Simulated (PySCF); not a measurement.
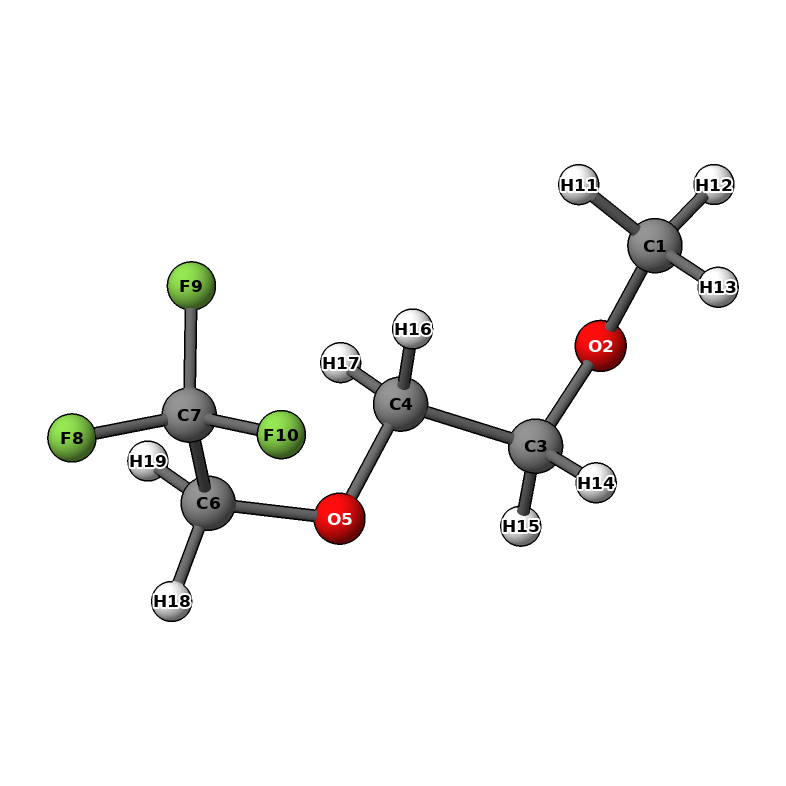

The questions are on IAO charges. The geometry was computed by an optimisation with GFN2-xTB. No frequency run is at hand to confirm it as a minimum. Level of theory: PBE0/pcSseg-1, gas phase (PySCF 2.14.0).

List the IAO charges.

```tsv
atom	value (e)
C1	−0.20
O2	−0.39
C3	−0.05
C4	−0.07
O5	−0.38
C6	−0.10
C7	0.79
F8	−0.28
F9	−0.29
F10	−0.27
H11	0.12
H12	0.16
H13	0.12
H14	0.12
H15	0.16
H16	0.13
H17	0.13
H18	0.18
H19	0.14
```
